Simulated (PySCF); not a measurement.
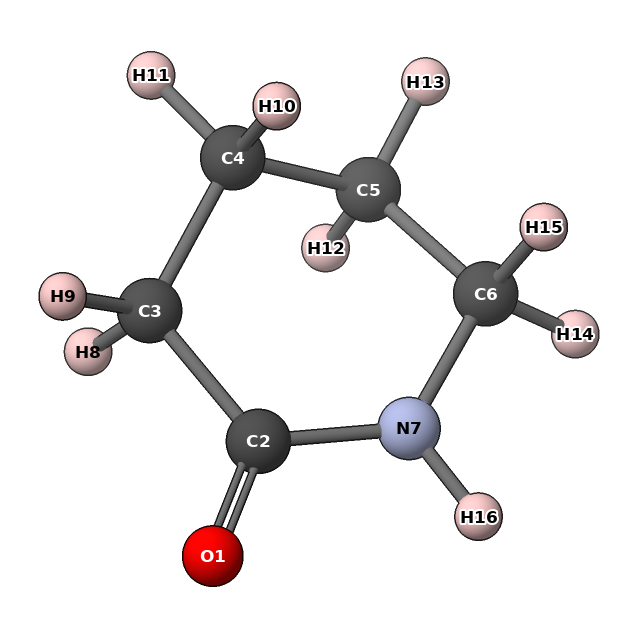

Computed geometry: GFN2-xTB optimisation. No frequency run is at hand to confirm it as a minimum. Properties computed with B3LYP/pcJ-1 indirect spin-spin coupling, non-relativistic, gas phase (PySCF 2.14.0). Isotopes: 13C, 1H, 15N, 17O.

Give the spin–spin coupling constants of these pairs, with the number of bonds between them: C2/N7, C6/N7, N7/H16, O1/N7, C3/N7, N7/H9, N7/H13, N7/H12.

```json
{"pair": "C2, N7", "bonds apart": "1", "J (Hz)": "−15.7"}
{"pair": "C6, N7", "bonds apart": "1", "J (Hz)": "−10.0"}
{"pair": "N7, H16", "bonds apart": "1", "J (Hz)": "−92.1"}
{"pair": "O1, N7", "bonds apart": "2", "J (Hz)": "0.8"}
{"pair": "C3, N7", "bonds apart": "2", "J (Hz)": "−8.6"}
{"pair": "N7, H9", "bonds apart": "3", "J (Hz)": "−1.0"}
{"pair": "N7, H13", "bonds apart": "3", "J (Hz)": "−5.7"}
{"pair": "N7, H12", "bonds apart": "3", "J (Hz)": "−0.7"}
```
